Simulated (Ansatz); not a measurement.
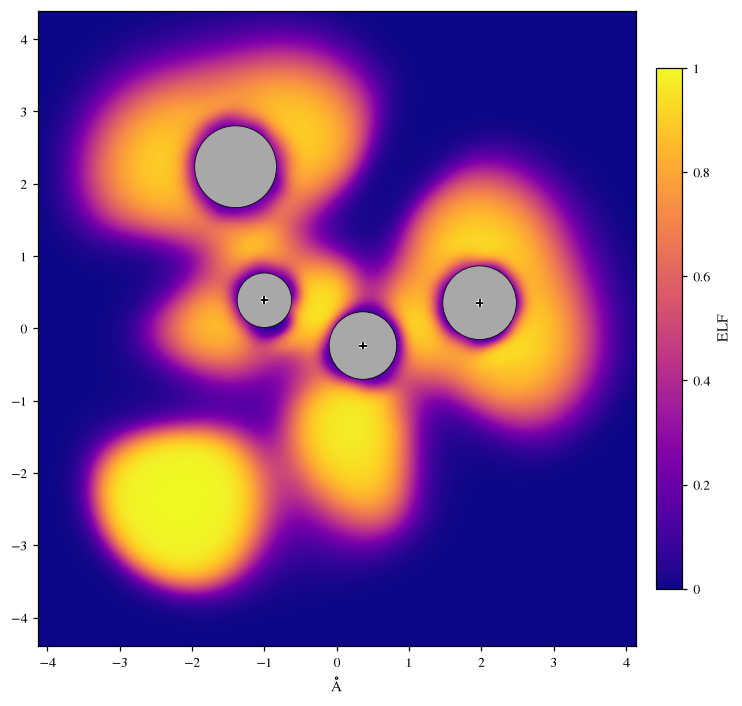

The electron localisation function on a plane through atoms (crosses mark nuclei in the plane; grey discs cover the cores).

The calculation used RKS PBE0-D4/def2-TZVPP in Ansatz.

Candidates:
A. CH$_{8}$AsBSi (SMILES [SiH3]CB[AsH2])
B. CH$_{3}$BBrClSi (SMILES ClB1[SiH2]C1Br)
C. C$_{2}$H$_{5}$FO$_{2}$Si (SMILES CC1(F)O[SiH]1O)

### Which system is this?

Candidate B: CH$_{3}$BBrClSi on the plane of atoms Cl1, B2 and C4, which holds Cl, B and C. C–B (1.50 Å): the ELF peaks at about 0.95 between the atoms (a covalent bond). B–Cl (1.72 Å): the ELF peaks at about 0.90 between the atoms (a polar covalent bond).
